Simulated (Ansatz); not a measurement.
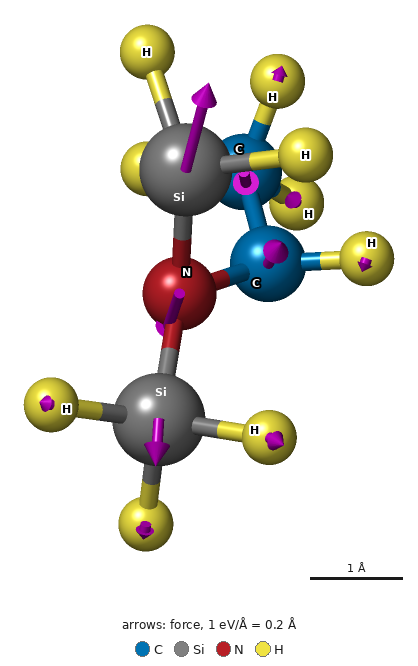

Starting geometry of C2H9NSi2 (coarse preliminary run) with the computed forces as purple arrows. Style: ball-and-stick. Shown from a free direction.

The start comes from a force field.

The calculation used RKS PBE-D4/def2-SVP in Ansatz.

Input
```yaml
crystal:
  periodic: [false, false, false]
  atoms:
    - {symbol: C, position_ang: [-1.646100, 0.957300, 0.634400]}
    - {symbol: C, position_ang: [-0.286500, 0.860000, 0.103500]}
    - {symbol: Si, position_ang: [0.315400, -1.246900, 0.824500]}
    - {symbol: N, position_ang: [0.201400, -0.344100, -0.493600]}
    - {symbol: Si, position_ang: [1.379000, -0.587400, -1.619600]}
    - {symbol: H, position_ang: [-2.397200, 0.385600, 0.067800]}
    - {symbol: H, position_ang: [-1.737700, 0.775100, 1.694700]}
    - {symbol: H, position_ang: [-1.976900, 2.058000, 0.484600]}
    - {symbol: H, position_ang: [0.428000, 1.433300, 0.759800]}
    - {symbol: H, position_ang: [1.441200, -0.809000, 1.764900]}
    - {symbol: H, position_ang: [-0.901300, -1.609800, 1.585800]}
    - {symbol: H, position_ang: [1.109700, 0.216600, -2.805300]}
    - {symbol: H, position_ang: [2.616900, -0.110800, -1.030200]}
    - {symbol: H, position_ang: [1.441200, -2.006900, -1.942500]}
basis:
  gaussian: {orbitals: def2-SVP}
hamiltonian: {xc: pbe, dispersion: d4}
relax: {f_tol: 0.03, max_steps: 200}
```

Command:
```bash
ansatz run in.yaml --threads 4 --pin off --events-out ev --progress --plain --max-ram 10444MiB
```

Q: Is this structure relaxed? If not, where do the atoms go?

A: It isn't relaxed: the largest force vector, on Si3, is 5.91 eV/Å. The final displacements have little in common with the starting forces (cosine between the two patterns 0.12). The energy falls by 250.7 kJ/mol in 11 geometry steps. Largest force component: 5.2 eV/Å at the start, 0.018 eV/Å at the end. The largest move after the best rigid fit is that of H8, 1.07 Å. Largest moves by element: H 1.07 Å, C 0.68 Å, Si 0.57 Å, N 0.32 Å. Among the contacts that change: Si3–Si5 2.746 → 3.339 Å, C2–Si3 2.307 → 1.872 Å, Si3–N4 1.602 → 1.743 Å, N4–Si5 1.647 → 1.741 Å. New bonds form: C2–Si3 (2.31 → 1.87 Å). Bond angles that change, for instance: Si3–N4–Si5 115.4° → 146.8°, C2–N4–Si3 98.9° → 70.2°, N4–Si5–H13 106.5° → 113.1°.
